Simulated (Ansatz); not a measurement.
Formation energies in the Al–Zr system, lowest calculated structure of each composition. All values below come from PBEsol (plane waves to 420 eV, PAW, scalar-relativistic; Ansatz, a program for electronic structure). Element references, the lowest calculated here: Al (Fm-3m), Zr (P6/mmm, not the ambient form).

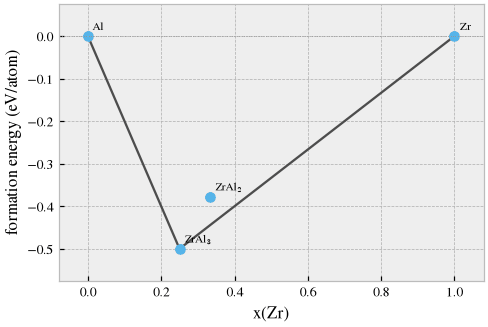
*Formation energy against composition with the lower convex hull*

Problem. Which compounds are stable against decomposition?

Solution. For ZrAl2 a lower structure may exist, so the energies are upper bounds and are not judged. On the hull: ZrAl3.

| phase | x(Zr) | space group | E_f (eV/atom) | above hull (eV/atom) |
|---|---|---|---|---|
| Al | 0.000 | Fm-3m | 0.00 | 0.00 |
| ZrAl3 | 0.250 | I4/mmm | -0.50 | 0.00 |
| ZrAl2 | 0.333 | Cmcm | -0.38 | 0.07 |
| Zr | 1.000 | P6/mmm | 0.00 | 0.00 |

This is the hull of the energies calculated here, no anion corrections; phases that were not calculated are missing from it. Values are rounded to 0.01 eV/atom. Not shown to be the ambient phase of their composition (a lower form may be missing, and a cell relaxed within its start's symmetry can be a saddle point): ZrAl2 (Cmcm). The compounds carry no spin polarisation.
